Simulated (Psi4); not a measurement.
Interaction calculation of SiNO₄ (charge −1) (part 2 of 2)

SiNO₄, charge −1; SAPT0/jun-cc-pVDZ, RHF (Psi4 1.11). The geometry comes from this level: GFN2-xTB.

Geometry of the input (Å):
```
O  -0.7188  1.6997  -0.0687
N  -0.4750  0.5734  -0.5028
O  -0.8711  0.2145  -1.6127
O  -0.4459  -1.4161  1.4150
Si 0.5210  -0.6279  0.5514
O  1.9898  -0.4436  0.2178
```

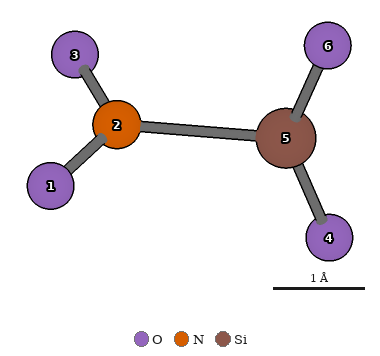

*The input geometry (ball-and-stick view, seen at a tilt; atoms are numbered from 1 in the order of the input).*

**Output, continued**
```
  Charge       = 0
  Multiplicity = 1
  Electrons    = 30
  Nalpha       = 15
  Nbeta        = 15

  ==> Iterations <==

                           Total Energy        Delta E     RMS |[F,P]|

   @DF-RHF iter SAD:  -437.47273215861526   -4.37473e+02   0.00000e+00
   @DF-RHF iter   1:  -438.34064737020549   -8.67915e-01   6.97952e-03 ADIIS/DIIS
   @DF-RHF iter   2:  -438.35991874847571   -1.92714e-02   7.14323e-03 ADIIS/DIIS
   @DF-RHF iter   3:  -438.61494561760048   -2.55027e-01   2.52974e-04 ADIIS/DIIS
   @DF-RHF iter   4:  -438.61594949881612   -1.00388e-03   9.45106e-05 DIIS
   @DF-RHF iter   5:  -438.61613142663373   -1.81928e-04   3.19914e-05 DIIS
   @DF-RHF iter   6:  -438.61616419382750   -3.27672e-05   9.53447e-06 DIIS
   @DF-RHF iter   7:  -438.61616703130119   -2.83747e-06   4.06156e-06 DIIS
   @DF-RHF iter   8:  -438.61616735423377   -3.22933e-07   2.57495e-06 DIIS
   @DF-RHF iter   9:  -438.61616745305309   -9.88193e-08   6.29623e-07 DIIS
   @DF-RHF iter  10:  -438.61616746458276   -1.15297e-08   1.44396e-07 DIIS
   @DF-RHF iter  11:  -438.61616746511481   -5.32054e-10   3.66212e-08 DIIS
   @DF-RHF iter  12:  -438.61616746514972   -3.49019e-11   1.25787e-08 DIIS
   @DF-RHF iter  13:  -438.61616746515512   -5.40012e-12   4.19465e-09 DIIS
  Energy and wave function converged.

  ==> Post-Iterations <==

    Orbital Energies [Eh]
    ---------------------

    Doubly Occupied:

       1A    -68.908970     2A    -20.594813     3A    -20.594793
       4A     -6.256720     5A     -4.362204     6A     -4.361548
       7A     -4.361377     8A     -1.331271     9A     -1.302901
      10A     -0.655835    11A     -0.565437    12A     -0.554177
      13A     -0.553556    14A     -0.505571    15A     -0.498042

    Virtual:

      16A     -0.059565    17A      0.037084    18A      0.046960
      19A      0.063269    20A      0.068826    21A      0.088128
      22A      0.099500    23A      0.119100    24A      0.145847
      25A      0.181553    26A      0.184207    27A      0.186616
      28A      0.213245    29A      0.228198    30A      0.234721
      31A      0.239206    32A      0.260584    33A      0.265457
      34A      0.268458    35A      0.269197    36A      0.294999
      37A      0.296405    38A      0.303284    39A      0.313697
      40A      0.347365    41A      0.352303    42A      0.425679
      43A      0.457165    44A      0.521757    45A      0.522823
      46A      0.598847    47A      0.602591    48A      0.682092
      49A      0.689494    50A      0.708363    51A      0.722360
      52A      0.739937    53A      0.748102    54A      0.805261
      55A      0.836958    56A      0.878280    57A      0.956066
      58A      1.010473    59A      1.058285    60A      1.114508
      61A      1.123392    62A      1.150191    63A      1.317579
      64A      1.320843    65A      1.428334    66A      1.439616
      67A      1.465752    68A      1.512485    69A      1.592338
      70A      1.606083    71A      2.142792    72A      2.237175
      73A      2.331067    74A      2.795204    75A      2.825237
      76A      2.933529    77A      2.938036    78A      2.945729
      79A      2.956027    80A      3.025651    81A      3.090985
      82A      3.137579    83A      3.188152    84A      3.206947
      85A      3.252332    86A      3.254835    87A      3.333076
      88A      3.416960    89A      3.617272    90A      3.619330
      91A      3.698772    92A      4.011347    93A      4.088604
      94A      4.100142    95A      4.106859    96A      4.155641
      97A      4.167008    98A      4.423027    99A      4.671934
     100A      4.752521   101A      4.973846   102A      5.289185
     103A      5.476669   104A      5.507760   105A      5.536241
     106A      5.570225   107A      5.696082   108A      6.470157
     109A      6.976870   110A     25.245068   111A     33.418617
     112A     33.468799

    Final Occupation by Irrep:
              A
    DOCC [    15 ]
    NA   [    15 ]
    NB   [    15 ]

  @DF-RHF Final Energy:  -438.61616746515512

   => Energetics <=

    Nuclear Repulsion Energy =             89.8657750027435043
    One-Electron Energy =                -786.1494575566541698
    Two-Electron Energy =                 257.6675150887555787
    Total Energy =                       -438.6161674651551152

Computation Completed

Properties will be evaluated at   0.000000,   0.000000,   0.000000 [a0]

Properties computed using the SCF density matrix

 Multipole Moments:

 ------------------------------------------------------------------------------------
     Multipole            Electronic (a.u.)      Nuclear  (a.u.)        Total (a.u.)
 ------------------------------------------------------------------------------------

 L = 1.  Multiply by 2.5417464519 to convert [e a0] to [Debye]
 Dipole X            :        -37.7883411           37.1243878           -0.6639533
 Dipole Y            :         45.5251825          -44.7264915            0.7986910
 Dipole Z            :        -39.9723721           39.2712301           -0.7011420
 Magnitude           :                                                    1.2531327

 ------------------------------------------------------------------------------------

	total time  =          1 seconds =       0.02 minutes
  Constructing Basis Sets for SAPT...

   => Loading Basis Set <=

    Name: (JUN-CC-PVDZ AUX)
    Role: RIFIT
    Keyword: DF_BASIS_SAPT

   => Loading Basis Set <=

    Name: (JUN-CC-PVDZ AUX)
    Role: JKFIT
    Keyword: DF_BASIS_ELST

  //>>>>>>>>>>>>>>>>>>>>>>>>>>>>>>>>>>>//
  //               SAPT0               //
  //<<<<<<<<<<<<<<<<<<<<<<<<<<<<<<<<<<<//

        SAPT0
     6 June 2009

      Orbital Information
  --------------------------
    NSO        =       112
    NMO        =       112
    NRI        =       410
    NRI (Elst) =       516
    NOCC A     =        12
    NOCC B     =        15
    FOCC A     =         3
    FOCC B     =         7
    NVIR A     =       100
    NVIR B     =        97

    Elst10,r            =    -0.214581381358 [Eh]
    Exch10              =     0.207363262220 [Eh]
    Exch10 (S^2)        =     0.188139423430 [Eh]

    Maxiter = 50
    CPHF R converge = 1.000000E-08

    Iter     Energy [mEh]          dE [mEh]         Residual      Time [s]
       1    -276.26811238     276.268112384     1.062009e-01             0
       2    -365.11729539      88.849183004     5.300367e-02             0
       3    -374.51776911       9.400473720     1.415840e-02             0
       4    -371.65836444      -2.859404672     4.944719e-03             0
       5    -371.33745808      -0.320906358     1.464744e-03             0
       6    -371.57967528       0.242217205     3.980523e-04             0
       7    -371.57937479      -0.000300493     9.553784e-05             0
       8    -371.56797517      -0.011399618     3.445490e-05             0
       9    -371.56782937      -0.000145805     1.694977e-05             0
      10    -371.57022957       0.002400198     8.419216e-06             0
      11    -371.56928863      -0.000940938     3.311457e-06             0
      12    -371.56948438       0.000195747     8.125093e-07             0
      13    -371.56947312      -0.000011256     2.532601e-07             0
      14    -371.56946762      -0.000005504     6.085002e-08             0
      15    -371.56946972       0.000002108     1.044350e-08             0
      16    -371.56946951      -0.000000214     2.862094e-09             0

    CHF Iterations converged

    Maxiter = 50
    CPHF R converge = 1.000000E-08

    Iter     Energy [mEh]          dE [mEh]         Residual      Time [s]
       1     -47.48366485      47.483664851     3.448053e-02             0
       2     -56.03442903       8.550764177     1.863445e-02             0
       3     -58.29125430       2.256825270     5.513898e-03             0
       4     -58.09845640      -0.192797900     2.897355e-03             0
       5     -57.91393833      -0.184518068     6.715547e-04             0
       6     -57.98773463       0.073796304     1.163137e-04             0
       7     -57.98078686      -0.006947770     3.839620e-05             0
       8     -57.98047387      -0.000312991     1.840591e-05             0
       9     -57.98119882       0.000724944     4.945535e-06             0
      10     -57.98113597      -0.000062848     1.463679e-06             0
      11     -57.98111088      -0.000025092     5.142037e-07             0
      12     -57.98112756       0.000016687     2.416823e-07             0
      13     -57.98112088      -0.000006680     9.806370e-08             0
      14     -57.98112276       0.000001879     2.888629e-08             0
      15     -57.98112238      -0.000000381     4.846277e-09             0

    CHF Iterations converged

    Ind20,r (A<-B)      =    -0.371569469509 [Eh]
    Ind20,r (B<-A)      =    -0.057981122382 [Eh]
    Ind20,r             =    -0.429550591891 [Eh]
    Exch-Ind20,r (A<-B) =     0.243667754845 [Eh]
    Exch-Ind20,r (B<-A) =     0.041000871087 [Eh]
    Exch-Ind20,r        =     0.284668625933 [Eh]
    Disp20              =    -0.028996962897 [Eh]
    Disp20 (SS)         =    -0.014498481448 [Eh]
    Disp20 (OS)         =    -0.014498481448 [Eh]
    Exch-Disp20         =     0.008359254428 [Eh]
    Exch-Disp20 (SS)    =     0.004416850203 [Eh]
    Exch-Disp20 (OS)    =     0.003942404226 [Eh]

    SAPT Results
  --------------------------------------------------------------------------------------------------------
    Electrostatics               -214.58138136 [mEh]    -134.65184970 [kcal/mol]    -563.38333914 [kJ/mol]
      Elst10,r                   -214.58138136 [mEh]    -134.65184970 [kcal/mol]    -563.38333914 [kJ/mol]

    Exchange                      207.36326222 [mEh]     130.12241156 [kcal/mol]     544.43216995 [kJ/mol]
      Exch10                      207.36326222 [mEh]     130.12241156 [kcal/mol]     544.43216995 [kJ/mol]
      Exch10(S^2)                 188.13942343 [mEh]     118.05927059 [kcal/mol]     493.95998816 [kJ/mol]

    Induction                    -116.42397926 [mEh]     -73.05714996 [kcal/mol]    -305.67111543 [kJ/mol]
      Ind20,r                    -429.55059189 [mEh]    -269.54706588 [kcal/mol]   -1127.78492364 [kJ/mol]
      Exch-Ind20,r                284.66862593 [mEh]     178.63225966 [kcal/mol]     747.39737442 [kJ/mol]
      delta HF,r (2)               28.45798670 [mEh]      17.85765626 [kcal/mol]      74.71643379 [kJ/mol]

    Dispersion                    -20.63770847 [mEh]     -12.95035758 [kcal/mol]     -54.18429612 [kJ/mol]
      Disp20                      -28.99696290 [mEh]     -18.19586893 [kcal/mol]     -76.13151560 [kJ/mol]
      Exch-Disp20                   8.35925443 [mEh]       5.24551135 [kcal/mol]      21.94721948 [kJ/mol]
      Disp20 (SS)                 -14.49848145 [mEh]      -9.09793446 [kcal/mol]     -38.06575780 [kJ/mol]
      Disp20 (OS)                 -14.49848145 [mEh]      -9.09793446 [kcal/mol]     -38.06575780 [kJ/mol]
      Exch-Disp20 (SS)              4.41685020 [mEh]       2.77161535 [kcal/mol]      11.59643861 [kJ/mol]
      Exch-Disp20 (OS)              3.94240423 [mEh]       2.47389600 [kcal/mol]      10.35078087 [kJ/mol]

  Total HF                       -123.64209840 [mEh]     -77.58658810 [kcal/mol]    -324.62228462 [kJ/mol]
  Total SAPT0                    -144.27980687 [mEh]     -90.53694568 [kcal/mol]    -378.80658074 [kJ/mol]

  Special recipe for scaled SAPT0 (see Manual):
    Electrostatics sSAPT0        -214.58138136 [mEh]    -134.65184970 [kcal/mol]    -563.38333914 [kJ/mol]
    Exchange sSAPT0               207.36326222 [mEh]     130.12241156 [kcal/mol]     544.43216995 [kJ/mol]
    Induction sSAPT0              -19.94286474 [mEh]     -12.51433656 [kcal/mol]     -52.35998415 [kJ/mol]
    Dispersion sSAPT0             -17.80455402 [mEh]     -11.17252632 [kcal/mol]     -46.74585014 [kJ/mol]
  Total sSAPT0                    -44.96553790 [mEh]     -28.21630102 [kcal/mol]    -118.05700348 [kJ/mol]
  --------------------------------------------------------------------------------------------------------

	total time  =          3 seconds =       0.05 minutes

Warning! sapt0 does not have an associated derived wavefunction. The returned wavefunction is the dimer SCF wavefunction.

  Variable Map:
  ----------------------------------------------------------------------------
  "CURRENT ENERGY"                    =>      -0.144279806866
  "CURRENT REFERENCE ENERGY"          =>    -438.616167465155
  "DD SOLVATION ENERGY"               =>       0.000000000000
  "HF KINETIC ENERGY"                 =>     438.439797373274
  "HF POTENTIAL ENERGY"               =>    -877.055964838429
  "HF TOTAL ENERGY"                   =>    -438.616167465155
  "HF VIRIAL RATIO"                   =>       2.000402267524
  "NUCLEAR REPULSION ENERGY"          =>      89.865775002744
  "ONE-ELECTRON ENERGY"               =>    -786.149457556654
  "PCM POLARIZATION ENERGY"           =>       0.000000000000
  "PE ENERGY"                         =>       0.000000000000
  "SAPT ALPHA"                        =>       0.000000000000
  "SAPT CT ENERGY"                    =>      -0.144881965959
  "SAPT DISP ENERGY"                  =>      -0.020637708468
  "SAPT DISP20 ENERGY"                =>      -0.028996962897
  "SAPT ELST ENERGY"                  =>      -0.214581381358
  "SAPT ELST10,R ENERGY"              =>      -0.214581381358
  "SAPT ENERGY"                       =>       0.000000000000
  "SAPT EXCH ENERGY"                  =>       0.207363262220
  "SAPT EXCH-DISP20 ENERGY"           =>       0.008359254428
  "SAPT EXCH-IND20,R ENERGY"          =>       0.284668625933
  "SAPT EXCH10 ENERGY"                =>       0.207363262220
  "SAPT EXCH10(S^2) ENERGY"           =>       0.188139423430
  "SAPT EXCHSCAL"                     =>       1.000000000000
  "SAPT EXCHSCAL1"                    =>       1.102178684509
  "SAPT EXCHSCAL3"                    =>       1.338924299109
  "SAPT HF TOTAL ENERGY"              =>      -0.123642098398
  "SAPT HF(2) ALPHA=0.0 ENERGY"       =>       0.028457986699
  "SAPT HF(2) ENERGY"                 =>       0.028457986699
  "SAPT IND ENERGY"                   =>      -0.116423979259
  "SAPT IND20,R ENERGY"               =>      -0.429550591891
  "SAPT SAME-SPIN DISP20 ENERGY"      =>      -0.014498481448
  "SAPT SAME-SPIN EXCH-DISP20 ENERGY" =>       0.004416850203
  "SAPT TOTAL ENERGY"                 =>      -0.144279806866
  "SAPT0 DISP ENERGY"                 =>      -0.020637708468
  "SAPT0 ELST ENERGY"                 =>      -0.214581381358
  "SAPT0 EXCH ENERGY"                 =>       0.207363262220
  "SAPT0 IND ENERGY"                  =>      -0.116423979259
  "SAPT0 TOTAL ENERGY"                =>      -0.144279806866
  "SAPT2 DISP ENERGY"                 =>      -0.020637708468
  "SCF ITERATION ENERGY"              =>    -438.616167465155
  "SCF ITERATIONS"                    =>      13.000000000000
  "SCF TOTAL ENERGY"                  =>    -438.616167465155
  "SCS-SAPT0 DISP ENERGY"             =>      -0.019321169289
  "SCS-SAPT0 ELST ENERGY"             =>      -0.214581381358
  "SCS-SAPT0 EXCH ENERGY"             =>       0.207363262220
  "SCS-SAPT0 IND ENERGY"              =>      -0.116423979259
  "SCS-SAPT0 TOTAL ENERGY"            =>      -0.142963267687
  "SSAPT0 DISP ENERGY"                =>      -0.017804554020
  "SSAPT0 ELST ENERGY"                =>      -0.214581381358
  "SSAPT0 EXCH ENERGY"                =>       0.207363262220
  "SSAPT0 IND ENERGY"                 =>      -0.019942864737
  "SSAPT0 TOTAL ENERGY"               =>      -0.044965537895
  "TWO-ELECTRON ENERGY"               =>     257.667515088756

  Array Variable Map:
  ----------------------------------------------------------------------------
  "CURRENT DIPOLE"                    =>      -0.663953306615 ... -0.701142039662 1 by 3
  "SCF DIPOLE"                        =>      -0.663953306615 ... -0.701142039662 1 by 3
  "SCF TOTAL ENERGIES"                =>    -437.472732158615 ... -438.616167465155 1 by 14

    Psi4 run time: 0:00:08.60

[set-up sections that repeat, and orbital energies of the middle runs, are left out above]
```

**Summary**

| quantity | value |
| --- | --- |
| outcome | converged |
| SCF energy | −642.857486 hartree |
| basis functions | 112 |
| wall time | 9.9 s |
| peak memory | 0.31 GiB |
